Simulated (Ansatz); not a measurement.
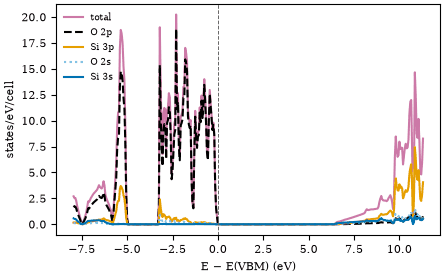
Total and projected density of states of SiO₂ in space group P4_32_12 (No. 96; Si on 4a, O on 8b), DFT-r²SCAN in the program Ansatz with PAW potentials

Task: Which orbitals carry the states next to the gap?

Result: Top 1 eV of the valence band: O 2p 97 %. Bottom 1 eV of the conduction band: Si 3s 38 %, O 2s 18 %, Si 3p 16 %, outside the projected shells 23 %. Projections are on Löwdin-orthogonalised atomic valence shells; empty p or d shells of many metals are not among them.

Task: Where is the tallest occupied peak in this window, and what makes it?

Result: Near -2.3 eV, about 20 states/eV per cell; the largest projected share is O 2p.

The first step of the workflow began from a Materials Project structure, measured or hypothetical; the Crystallography Open Database files this formula in space group No. 96, but the cells were not matched. It is not the phase usual at ambient conditions (space group No. 92, 152, 154). Symmetry was held in the r²SCAN relaxation; of distortions, only those at the zone centre were tested.

Potentials: the earlier of the program's two PAW sets.
